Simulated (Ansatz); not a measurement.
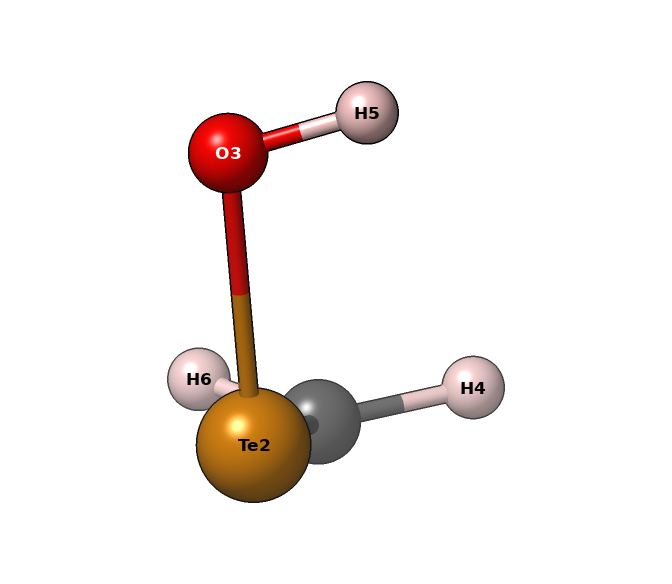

C1 lies behind Te2. The molecule seen a little off the Te2–C1 bond, Te2 in front. Distant atoms are faded towards the background colour. State: charge −1, singlet. Computed geometry: PBE0-D4/def2-TZVPD optimisation. No frequency run is at hand to confirm it as a minimum.

Question: What is the torsion angle O3–Te2–C1–H4? The sign is positive where the front bond must turn clockwise to cover the back bond.

Answer: 78°, synclinal (gauche).
